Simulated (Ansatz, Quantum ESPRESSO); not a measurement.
# RbMgHF2 (P4/mmm): third-order response, part 3 of 3

Wanted: vibrational spectra of RbMgHF2 (P4/mmm) from linear and non-linear response.

Quantum ESPRESSO 8.0 development, patched; DFT LDA, scalar-relativistic, plane waves, PseudoDojo norm-conserving pseudopotentials.

So far, highest mode moved by the LO-TO term (cm⁻¹): step 9 (the LO-TO splitting (1 0 0)) 871. The relaxed cell has a = 4.001, c = 3.974 Å (conventional setting).

The structure was built from a prototype and need not be the compound's stable phase.

## 10. The LO-TO splitting (0 0 1)

Contents of dynmat.in:

```
 &input
    fildyn='g.dyn',
    asr='crystal',
    fileig='dynmat.eig',
    q(1)=0.0,
    q(2)=0.0,
    q(3)=1.0,
 /
```

Command:

```bash
$ dynmat.x -in dynmat.in > dynmat.out
```

Output:

```text
[banner, memory and clock lines left out]
Program DYNMAT v.8.0dev

     Reading Dynamical Matrix from file g.dyn
     ...Force constants read
     ...epsilon and Z* read
     ...Raman cross sections read
     Acoustic Sum Rule: || Z*(ASR) - Z*(orig)|| =    7.804329E-05
     Acoustic Sum Rule: ||dyn(ASR) - dyn(orig)||=    8.455384E-04

     Polarizability (A^3 units)
     multiply by 0.643996 for Clausius-Mossotti correction (not under assume_isolated = 'mt')
         8.313265    0.000000    0.000000
         0.000000    8.313265    0.000000
         0.000000    0.000000    8.564903

     IR activities are in (D/A)^2/amu units

# mode   [cm-1]    [THz]      IR
    1     -0.00   -0.0000    0.0000
    2     -0.00   -0.0000    0.0000
    3      0.00    0.0000    0.0000
    4    156.40    4.6888    0.8446
    5    156.40    4.6888    0.8446
    6    171.60    5.1446    0.0513
    7    203.51    6.1010    0.0000
    8    245.32    7.3545    1.0216
    9    245.32    7.3545    1.0216
   10    382.20   11.4581    5.8616
   11    418.55   12.5478    7.0234
   12    418.55   12.5478    7.0234
   13    781.62   23.4325    9.5337
   14    781.62   23.4325    9.5337
   15   1290.73   38.6951   22.4466

 )
[end of the log left out, with the tail of the file of modes that dynmat.x writes under the same name]
```

Wall time 0.47 s (1 thread of Arm Neoverse V2, shared host).

Read from the output:

| Property | Result |
| --- | --- |
| highest mode moved by the LO-TO term | 1291 cm⁻¹ |

Zone-centre frequencies as printed; negative means imaginary. Modes:

| mode | frequency (cm⁻¹) |
| --- | --- |
| 1 | 0 |
| 2 | 0 |
| 3 | 0 |
| 4 | 156.4 |
| 5 | 156.4 |
| 6 | 171.6 |
| 7 | 203.5 |
| 8 | 245.3 |
| 9 | 245.3 |
| 10 | 382.2 |
| 11 | 418.6 |
| 12 | 418.6 |
| 13 | 781.6 |
| 14 | 781.6 |
| 15 | 1291 |

The field moves 3 modes; the highest of them now lies at 1291 cm⁻¹, where the highest that moved away lay at 1184.

## 11. The LO-TO splitting (1 1 1)

Contents of dynmat.in:

```
 &input
    fildyn='g.dyn',
    asr='crystal',
    fileig='dynmat.eig',
    q(1)=1.0,
    q(2)=1.0,
    q(3)=1.0,
 /
```

Command:

```bash
$ dynmat.x -in dynmat.in > dynmat.out
```

Output:

```text
[banners, grids, parts of the stress and lines that vanish by symmetry left out]
[banner, memory and clock lines left out]
Program DYNMAT v.8.0dev

     Reading Dynamical Matrix from file g.dyn
     ...Force constants read
     ...epsilon and Z* read
     ...Raman cross sections read
     Acoustic Sum Rule: || Z*(ASR) - Z*(orig)|| =    7.804329E-05
     Acoustic Sum Rule: ||dyn(ASR) - dyn(orig)||=    8.455384E-04

     Polarizability (A^3 units)
     multiply by 0.643996 for Clausius-Mossotti correction (not under assume_isolated = 'mt')
         8.313265    0.000000    0.000000
         0.000000    8.313265    0.000000
         0.000000    0.000000    8.564903

     IR activities are in (D/A)^2/amu units

# mode   [cm-1]    [THz]      IR
    1     -0.00   -0.0000    0.0000
    2     -0.00   -0.0000    0.0000
[...]
14    835.21   25.0389   12.0785
   15   1225.64   36.7437   20.9062

 )
[end of the log left out, with the tail of the file of modes that dynmat.x writes under the same name]
```

Wall time 0.47 s (1 thread).

Read from the output:

* highest mode moved by the LO-TO term: 1226 cm⁻¹

Zone-centre frequencies as printed; negative means imaginary. Modes:

| mode | frequency (cm⁻¹) |
| --- | --- |
| 1 | 0 |
| 2 | 0 |
| 3 | 0 |
| 4 | 156.4 |
| 5 | 159.7 |
| 6 | 171.4 |
| 7 | 203.5 |
| 8 | 245.2 |
| 9 | 245.3 |
| 10 | 290 |
| 11 | 418.6 |
| 12 | 484.1 |
| 13 | 781.6 |
| 14 | 835.2 |
| 15 | 1226 |

The field moves 7 modes; the highest of them now lies at 1226 cm⁻¹, where the highest that moved away lay at 1184.

## 12. The same in Ansatz

A second program on the same cell, potentials, cutoff and meshes tests the implementation of the phonon response, not its convergence. Its field response is summed in its own way. Its k mesh is centred on Γ.

This step: DFT LDA, scalar-relativistic, plane waves, PseudoDojo norm-conserving pseudopotentials (Ansatz 0.2.0).

Contents of input.yaml:

```yaml
crystal:
  lattice:
    - [4.0013163942, 0.0, 0.0]
    - [0.0, 4.0013163942, 0.0]
    - [0.0, 0.0, 3.9741414699]
  atoms:
    - { symbol: Rb, position: [0.0, 0.0, 0.0] }
    - { symbol: Mg, position: [0.5, 0.5, 0.5] }
    - { symbol: F, position: [0.5, 0.0, 0.5] }
    - { symbol: F, position: [0.0, 0.5, 0.5] }
    - { symbol: H, position: [0.5, 0.5, 0.0] }
kpoints:
  mp_grid: { grid: [6, 6, 6] }
hamiltonian:
  xc: lda
  pseudopotentials: { kind: nc, accuracy: standard }
scf:
  occupations: { method: fixed }
output:
  eigenvalues: true
basis:
  ecutwfc: 1142.878
phonons:
  method: dfpt
  dielectric: true
  rigid_motions: translations
  raman: true
```

Command:

```bash
$ ansatz run input.yaml --threads 4 --pin off --max-ram 16384MiB --backend cpu --events-out ev --progress --plain --runs-dir out
```

Output:

```text
Warning: basis.ecutwfc = 1142.878 eV is below the records' recommended 1142.878222 eV, and the density's cutoff is lower with it unless basis.ecutrho_ratio is high enough to keep the records' density cutoff: compare with a run at a higher cutoff
Engine: ansatz 0.2.0, aarch64-unknown-linux-gnu
Pseudopotentials: kind: nc
Pseudopotential: Rb, nc, valence charge 9, recommended cutoff 571.439111 eV (normal), Rb.nc.azcp (PseudoDojo's, or run here from an input of PseudoDojo's; its table is named by hamiltonian.pseudopotentials.accuracy)
Pseudopotential: Mg, nc, valence charge 10, recommended cutoff 1142.878222 eV (normal), Mg.nc.azcp (PseudoDojo's, or run here from an input of PseudoDojo's; its table is named by hamiltonian.pseudopotentials.accuracy)
Pseudopotential: F, nc, valence charge 7, recommended cutoff 1142.878222 eV (normal), F.nc.azcp (PseudoDojo's, or run here from an input of PseudoDojo's; its table is named by hamiltonian.pseudopotentials.accuracy)
Pseudopotential: H, nc, valence charge 1, recommended cutoff 1006.821291 eV (normal), H.nc.azcp (PseudoDojo's, or run here from an input of PseudoDojo's; its table is named by hamiltonian.pseudopotentials.accuracy)
Functional definition: SPW92
  exchange = slater_x
  correlation = pw_c
Crystal: 5 atoms, lattice volume = 63.628 Å³
Basis set: ecut = 1142.878 eV, 5549 PW (Γ), exchange–correlation on 90×90×90 points (8 copies of the dense FFT grid, shifted against one another)
Bands: 22, of which v1, the nominal top of the filled ones, is band 17 counted from 1 (16 counted from 0)
Symmetry: 16 space group operations
k-points: 112 of 216 (irreducible under 1 space group operation, time reversal used)
Non-local potential: Rb, projectors of the file, l = 0: 2, l = 1: 2, l = 2: 2
Non-local potential: Mg, projectors of the file, l = 0: 2, l = 1: 2
Non-local potential: F, projectors of the file, l = 0: 2, l = 1: 2, l = 2: 1
Non-local potential: H, projectors of the file, l = 0: 2, l = 1: 1
Initial density: superposition of atomic densities (chi_scale 0.1, normalization cell, long waves kept (reshape's long-wave potential 0.00 eV rms))
Initial wavefunctions: pseudopotential atomic-orbital guess
Functional: x = slater, c = lda
SCF iter   1: F=—  HF=-3718.054935 eV  |F-HF|=—  |Δ(HF+E_count)|=         —  Δρ=2.07e-1  dr2=2.34e1  ethr=3.10e-3  ⟨swp⟩=5.0  Hψ=10748  notcnv=0  defer=181
preconditioner: auto → Resta (q_TF=auto, 2.458 Å⁻¹)  ε∞=3.7  [insulator: Δε(μ)=2.814 eV  Ē_g=13.995 eV  n_scr=18 (ndim 8)  ℏωp=22.8 eV  f_vac=0.000  ε∞_Penn≈3.7]
SCF iter   2: F=—  HF=-3711.718577 eV  |F-HF|=—  |Δ(HF+E_count)|=    6.34e0  Δρ=6.78e-2  dr2=1.93e0  ethr=3.10e-3  ⟨swp⟩=4.6  Hψ=7133  notcnv=0  defer=315
SCF iter   3: F=—  HF=-3711.088741 eV  |F-HF|=—  |Δ(HF+E_count)|=   6.30e-1  Δρ=2.47e-2  dr2=5.36e-1  ethr=3.10e-3  ⟨swp⟩=2.0  Hψ=4436  notcnv=0  defer=326
SCF iter   4: F=—  HF=-3710.871126 eV  |F-HF|=—  |Δ(HF+E_count)|=   2.18e-1  Δρ=1.01e-2  dr2=9.43e-2  ethr=1.58e-3  ⟨swp⟩=2.2  Hψ=3294  notcnv=0  defer=325
SCF iter   5: F=—  HF=-3710.825710 eV  |F-HF|=—  |Δ(HF+E_count)|=   4.54e-2  Δρ=1.67e-3  dr2=4.30e-3  ethr=2.77e-4  ⟨swp⟩=3.4  Hψ=4638  notcnv=0  defer=336
SCF iter   6: F=—  HF=-3710.823779 eV  |F-HF|=—  |Δ(HF+E_count)|=   1.93e-3  Δρ=2.90e-4  dr2=5.58e-5  ethr=1.26e-5  ⟨swp⟩=3.3  Hψ=4582  notcnv=0  defer=336
SCF iter   7: F=—  HF=-3710.823774 eV  |F-HF|=—  |Δ(HF+E_count)|=   5.43e-6  Δρ=4.69e-5  dr2=1.43e-6  ethr=1.64e-7  ⟨swp⟩=2.1  Hψ=4164  notcnv=0  defer=335
SCF iter   8: F=—  HF=-3710.823714 eV  |F-HF|=—  |Δ(HF+E_count)|=   6.02e-5  Δρ=8.10e-6  dr2=3.78e-8  ethr=4.21e-9  ⟨swp⟩=2.6  Hψ=4094  notcnv=0  defer=307
SCF iter   9: F=—  HF=-3710.823714 eV  |F-HF|=—  |Δ(HF+E_count)|=   2.57e-9  Δρ=1.27e-6  dr2=7.92e-10  ethr=1.11e-10  ⟨swp⟩=2.6  Hψ=3863  notcnv=0  defer=307
SCF iter  10: F=-3710.823714 eV  HF=-3710.823714 eV  |F-HF|=5.46e-12  |Δ(HF+E_count)|=  9.28e-11  Δρ=1.28e-7  dr2=5.86e-12  ethr=1.00e-12  ⟨swp⟩=14.8  Hψ=19343  notcnv=0
SCF 1 converged in 10 iterations: F = -3710.823714 eV  dr2 = 5.86e-12
DFPT response loops at Γ: preconditioner auto → none (the input reference at scf.mixing.eps_inf says where Resta's filter doesn't serve); β = 0.50; Broyden in place of MSR1
── the response to a field inside a basis, on 8×8×8 k-points: an SCF that follows is theirs, and a resumed run solves both again ──
Bands: 18, of which v1, the nominal top of the filled ones, is band 17 counted from 1 (16 counted from 0)
k-points: 40 of 512
Initial density: handed on by an earlier stage of this run
Initial wavefunctions: pseudopotential atomic-orbital guess (no wavefunctions were taken with the density)
Eigensolver: Dense (40 Hₖ)
SCF iter   1: F=—  HF=-3710.816714 eV  |F-HF|=—  |Δ(HF+E_count)|=         —  Δρ=1.56e-4  dr2=1.16e-6  ethr=1.00e-1
preconditioner: auto → Resta (q_TF=auto, 2.458 Å⁻¹)  ε∞=3.6  [insulator: Δε(μ)=5.669 eV  Ē_g=14.260 eV  n_scr=18 (ndim 8)  ℏωp=22.8 eV  f_vac=0.003  ε∞_Penn≈3.6]
SCF iter   2: F=—  HF=-3710.816715 eV  |F-HF|=—  |Δ(HF+E_count)|=   1.73e-6  Δρ=8.04e-5  dr2=3.20e-7  ethr=3.42e-9
SCF iter   3: F=—  HF=-3710.816716 eV  |F-HF|=—  |Δ(HF+E_count)|=   6.70e-7  Δρ=4.59e-6  dr2=5.50e-9  ethr=9.41e-10
SCF iter   4: F=—  HF=-3710.816716 eV  |F-HF|=—  |Δ(HF+E_count)|=  6.70e-10  Δρ=1.22e-6  dr2=5.28e-10  ethr=1.62e-11
SCF iter   5: F=-3710.816716 eV  HF=-3710.816716 eV  |F-HF|=1.68e-11  |Δ(HF+E_count)|=  1.41e-10  Δρ=3.37e-7  dr2=3.53e-11  ethr=1.55e-12
SCF 1 converged in 5 iterations: F = -3710.816716 eV  dr2 = 3.53e-11
DFPT response loops at Γ: mixed as the last ones told, above
DFPT response loops at Γ: mixed as the last ones told, above
SCF converged after 10 iterations
Free energy (F): -3710.823714 eV
Harris-Foulkes:  -3710.823714 eV  (|F-HF|=5.46e-12)
Internal energy: -3710.823714 eV  (E = F + TS)
E sigma→0 (E₀):  -3710.823714 eV
Fermi energy:    4.961324 eV
--- Per-component energies (eV) ---
  E_band       = -450.645421
  E_kinetic    = 2019.370292
  E_local      = -3337.438908  (includes V_loc(G=0)·N_el)
  E_nonlocal   = -678.707357
  E_hartree    = 1158.005176
  E_xc         = -708.344012
  E_vxc        = -769.879809  (∫ρ·V_xc dr)
  E_ewald      = -2163.708905
  E_smearing   = -0.000000  (= −TS)
  E_closure    = 0.000000  (closes the sum)
  Σ components = -3710.823714   (vs F -3710.823714, Δ=0.00e0)
--- Band table (eV; the first three rows and the last of 112) ---
  k-point 0: bands = [... 13 lower, 1.7244, 2.0132, 2.0132, 3.2308, 11.4005, 12.2376, 14.8114, 15.0155, ... 1 higher]
  k-point 1: bands = [... 13 lower, 1.6491, 1.9557, 1.9557, 3.7141, 11.6035, 12.5302, 13.9058, 15.1201, ... 1 higher]
  k-point 2: bands = [... 13 lower, 1.5045, 1.8553, 1.8553, 4.4890, 10.9728, 13.1609, 14.8130, 15.3501, ... 1 higher]
  k-point 111: bands = [... 13 lower, 1.8192, 1.8192, 2.3615, 3.7881, 12.6749, 12.6749, 13.2659, 15.1381, ... 1 higher]
--- Phonons (Γ-DFPT): 9 representative perturbations + reference, on 112 of 216 k-points (Σ response iterations 31) ---
  k mesh reduced under 1 symmetry operation, with k and −k counted as one. Each operation leaves every solved perturbation unchanged. A smaller set is not considered because the run solves the response to a homogeneous field
  ASR residual: 1.451e-4 → 0.000e0 eV/Å²; symmetrization residual: 2.150e-6 eV/Å²
  ASR residual per site (eV/Å²): 2.02e-5 1.45e-4 3.76e-5 3.76e-5 1.66e-5
  Γ frequencies (cm⁻¹): 0.00 0.00 0.00 156.47 156.47 162.91 203.57 245.28 245.53 245.53 418.89 418.89 781.85 781.85 1184.05
  ε∞ (high-frequency dielectric tensor):
        2.641809     0.000000     0.000000
        0.000000     2.641809     0.000000
        0.000000     0.000000     2.691428
  ε⁰ (static dielectric tensor: ions relaxed, cell fixed):
        6.230115    -0.000000     0.000000
       -0.000000     6.230115    -0.000000
        0.000000    -0.000000     8.644777
  ε⁰ − ε∞ (ionic part):
        3.588306    -0.000000     0.000000
       -0.000000     3.588306    -0.000000
        0.000000    -0.000000     5.953349
  softest optical mode at Γ: 156.47 cm⁻¹; the repairs (sum rule, projections) moved no ω² at Γ by more than (3.63 cm⁻¹)²
  Born effective charges Z* (e; rows j = field, columns β = displacement):
    site 0:
         1.18054    0.00000    0.00000
         0.00000    1.18054    0.00000
         0.00000    0.00000    1.24619
    site 1:
         1.95916   -0.00000    0.00000
        -0.00000    1.95916    0.00000
         0.00000    0.00000    2.14805
    site 2:
        -1.00902   -0.00000    0.00000
        -0.00000   -1.44961    0.00000
         0.00000    0.00000   -1.23128
    site 3:
        -1.44961   -0.00000    0.00000
        -0.00000   -1.00902    0.00000
         0.00000    0.00000   -1.23128
    site 4:
        -0.68107    0.00000    0.00000
         0.00000   -0.68107    0.00000
         0.00000    0.00000   -0.93167
  Z* charge neutrality: 5.667e-4 e pre-enforcement
  solved inside a basis spanned on kpoints, on 8×8×8 k-points: ε∞ is read to err by 5.1e-3, Z* by 1.1e-2 e (field_mesh: kpoints solves on kpoints); Z* is corrected for what the basis lacks
  Raman tensors (in the event stream and the table raman_tensors.tsv): an entry may err by 3.6e-4 Å², one of the second-order susceptibility by 5.9e-20 pm/V (basis, points and sum rule); their sum over the sites missed zero by 5.294e-21 Å² ahead of its enforcement
  optical modes at Γ without the LO–TO term, one row a degenerate level:
      ω (cm⁻¹)  modes    IR ((D/Å)²/amu)  static Raman (Å⁴/amu)  depolarisation
        156.47      2             1.6974                 0.0000               —
        162.91      1             1.0117                 0.0000               —
        203.57      1             0.0000                 0.0000               —
        245.28      1             7.5418                 0.0000               —
        245.53      2             2.0225                 0.0000               —
        418.89      2            14.0336                 0.0000               —
        781.85      2            19.0952                 0.0000               —
       1184.05      1            19.7943                 0.0000               —
  optical modes at Γ + LO–TO along q̂ = [1.0000, 0.0000, 0.0000]:
      ω (cm⁻¹)  modes    IR ((D/Å)²/amu)  static Raman (Å⁴/amu)  depolarisation
        156.47      1             0.8487                 0.0000               —
        162.91      1             1.0117                 0.0000               —
        171.20      1             0.1641                 0.0000               —
        203.57      1             0.0000                 0.0000               —
        245.28      1             7.5418                 0.0000               —
        245.53      1             1.0112                 0.0000               —
        259.67      1             0.2971                 0.0000               —
        418.89      1             7.0168                 0.0000               —
        498.57      1             4.3412                 0.0000               —
        781.85      1             9.5476                 0.0000               —
        871.77      1            13.6220                 0.0000               —
       1184.05      1            19.7943                 0.0000               —
  optical modes at Γ + LO–TO along q̂ = [0.0000, 1.0000, 0.0000]:
      ω (cm⁻¹)  modes    IR ((D/Å)²/amu)  static Raman (Å⁴/amu)  depolarisation
        156.47      1             0.8487                 0.0000               —
        162.91      1             1.0117                 0.0000               —
        171.20      1             0.1641                 0.0000               —
        203.57      1             0.0000                 0.0000               —
        245.28      1             7.5418                 0.0000               —
        245.53      1             1.0112                 0.0000               —
        259.67      1             0.2971                 0.0000               —
        418.89      1             7.0168                 0.0000               —
        498.57      1             4.3412                 0.0000               —
        781.85      1             9.5476                 0.0000               —
        871.77      1            13.6220                 0.0000               —
       1184.05      1            19.7943                 0.0000               —
  optical modes at Γ + LO–TO along q̂ = [0.0000, 0.0000, 1.0000]:
      ω (cm⁻¹)  modes    IR ((D/Å)²/amu)  static Raman (Å⁴/amu)  depolarisation
        156.47      2             1.6974                 0.0000               —
        171.78      1             0.0525                 0.0000               —
        203.57      1             0.0000                 0.0000               —
        245.53      2             2.0225                 0.0000               —
        382.43      1             5.8568                 0.0000               —
        418.89      2            14.0336                 0.0000               —
        781.85      2            19.0952                 0.0000               —
       1290.73      1            22.4385                 0.0000               —
```

Elapsed: 4.2 min, on 4 threads; peak memory 2.4 GiB; 16 min of CPU time.

Numbers from this step:

| Property | Result |
| --- | --- |
| sum-rule residual before enforcement | 1.45e-4 eV/Å² |
| miss of the charge sum rule | 5.67e-4 e |
| estimated error of the dielectric tensor | 0.005147 |
| estimated error of the Born charges | 0.01081 e |
| lowest optical zone-centre mode | 156.5 cm⁻¹ |
| mean static dielectric constant | 7.035 |
| highest mode moved by the LO-TO term | 1291 cm⁻¹ |

Transverse modes. Infrared lines, with heights relative to the strongest:

| position (cm⁻¹) | IR intensity ((D/Å)²/amu), degenerate modes summed, relative |
| --- | --- |
| 156 | 8.6 |
| 163 | 5.1 |
| 204 | 0.0 |
| 245 | 38 |
| 246 | 10 |
| 419 | 71 |
| 782 | 96 |
| 1184 | 100 |

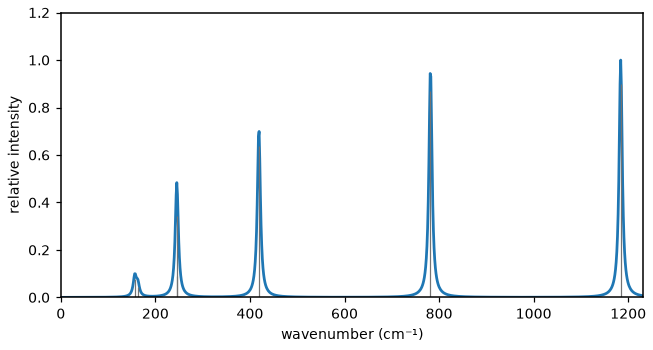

The infrared spectrum, broadened with Lorentzians of width 8 cm⁻¹; bars mark the lines.

## 13. The two compared: QE PseudoDojo and Ansatz, PseudoDojo

Worked out from the results:

```yaml
root_mean_square_difference: 0.25 cm⁻¹
largest_difference: 0.56 cm⁻¹
```

The 12 of 12 modes that differ most. Frequencies side by side:

| q (reciprocal lattice) | mode | QE PseudoDojo (cm⁻¹) | Ansatz, PseudoDojo (cm⁻¹) |
| --- | --- | --- | --- |
| 0 0 0 | 4 | 156.4 | 156.5 |
| 0 0 0 | 5 | 156.4 | 156.5 |
| 0 0 0 | 6 | 162.9 | 162.9 |
| 0 0 0 | 7 | 203.5 | 203.6 |
| 0 0 0 | 8 | 244.7 | 245.3 |
| 0 0 0 | 9 | 245.3 | 245.5 |
| 0 0 0 | 10 | 245.3 | 245.5 |
| 0 0 0 | 11 | 418.6 | 418.9 |
| 0 0 0 | 12 | 418.6 | 418.9 |
| 0 0 0 | 13 | 781.6 | 781.9 |
| 0 0 0 | 14 | 781.6 | 781.9 |
| 0 0 0 | 15 | 1184 | 1184 |

The two runs side by side. Further quantities:

| quantity | QE PseudoDojo | Ansatz, PseudoDojo |
| --- | --- | --- |
| mean ε∞ | 2.658 | 2.658 |
| largest Born charge in size (e; the first before, the second after the charge sum rule) | 2.022 | 2.022 |
| summed IR intensity ((D/Å)²/amu) | 65.21 | 65.2 |

At the zone centre the largest difference (acoustic modes at Γ apart) is 0.05 % of the highest mode.

## 14. Results

| Item | Value |
| --- | --- |
| space group after relaxation | P4/mmm |
| volume per atom | 12.7 Å³ |
| gap on the k-mesh | 5.47 eV |
| highest optical zone-centre mode (no LO-TO term) | 1184 cm⁻¹ |
| lowest optical zone-centre mode | 156.4 cm⁻¹ |
| highest mode moved by the LO-TO term | 1291 cm⁻¹ |
| mean high-frequency dielectric constant | 2.66 |
| largest Born charge in size (third of the trace) | 2.02 e |
| mean static dielectric constant | 7.04 |
| imaginary optical modes at the zone centre (no q mesh in this session) | none |
| largest difference from Ansatz, PseudoDojo | 0.56 cm⁻¹ |

In words: No mode is Raman active in this structure; the strongest infrared line lies at 1184 cm⁻¹. At the LDA level the optical modes of RbMgHF2 (P4/mmm) at the zone centre (no LO-TO term) run from 156 to 1184 cm⁻¹. Along the directions run, the highest mode that the macroscopic field moves lies at 1291 cm⁻¹. Lattice motion raises the mean dielectric constant from 2.658 to 7.044. Of the 12 optical modes, 11 are infrared active alone and 1 is silent. QE PseudoDojo and Ansatz, PseudoDojo agree to 0.56 cm⁻¹ (0.05 % of the highest mode compared) on all solved modes but the acoustic ones at Γ, without the LO-TO term. These are harmonic frequencies at zero temperature: anharmonic shifts and linewidths and thermal expansion are left out. The build is a development version in which the Raman tensors of release 7.5 are mended; dynmat.x leaves out the electro-optic term of LO lines. The structure is a hypothetical one, built on a prototype.

[Host names and launcher messages were left out of these logs when they were recorded.]

[Logs are printed without paths, hosts, clocks, repeated set-up lines and the standing remarks that a program may print on its own settings, such as how far it seeks lower states.]

[Hosts, paths, dates, database ids (printed as entryN), source tags and the programs' standing remarks are cut or masked in the printed files.]
